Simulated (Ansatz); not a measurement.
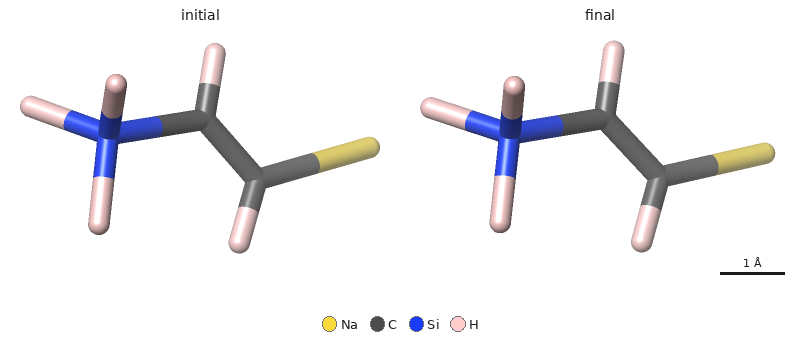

The structure of C2H5NaSi before (left) and after (right) a relaxation, at one scale.

The picture is a stick view, seen at a tilt.

The run prepares an end point of a later path (torsion) calculation, from a guessed geometry.

Level of theory: RKS r2SCAN-D4/STO-3G in Ansatz 0.2.0.

Input file:
```yaml
crystal:
  periodic: [false, false, false]
  atoms:
    - { symbol: Na, position_ang: [-1.99103, 2.81141, 1.05272] }
    - { symbol: C, position_ang: [-0.75725, 1.2911, -0.10577] }
    - { symbol: C, position_ang: [-0.26281, 0.21197, 0.5031] }
    - { symbol: Si, position_ang: [0.77494, -1.1428, -0.30008] }
    - { symbol: H, position_ang: [-0.49366, 1.32862, -1.17102] }
    - { symbol: H, position_ang: [-0.45598, 0.05925, 1.56687] }
    - { symbol: H, position_ang: [2.08873, -1.25154, 0.3529] }
    - { symbol: H, position_ang: [0.11446, -2.45156, -0.17589] }
    - { symbol: H, position_ang: [0.9826, -0.85645, -1.72284] }
basis:
  gaussian: { orbitals: STO-3G }
hamiltonian:
  xc: r2scan
  dispersion: d4
relax:
  f_tol: 0.015
  max_steps: 40
```

Launched with:
```bash
ansatz run input.yaml --threads 1 --pin off --max-ram 2048MiB --backend cpu --events-out ev --progress --plain --runs-dir out
```

What changed between the two?

Answer. After 6 accepted moves (7 points after the start) the energy has fallen by 0.237 eV. The largest force component goes from 2 to 0.0032 eV/Å. The line search rejected the trial step at point 3 of the run. Na1 moves most after the best rigid fit: 0.14 Å. By element the largest moves are Na 0.14 Å, C 0.06 Å, H 0.05 Å, Si 0.03 Å. Among the contacts that change: Na1–C2 2.275 → 2.101 Å, C3–Si4 1.886 → 1.864 Å, C2–H5 1.098 → 1.120 Å, Si4–H7 1.471 → 1.452 Å. Among the angles between lasting bonds that change: Na1–C2–C3 120.6° → 125.2°, Na1–C2–H5 127.0° → 123.9°, C3–Si4–H7 110.8° → 113.2°.

Limits of the set-up: STO-3G is a minimal basis, so the numbers are rough.
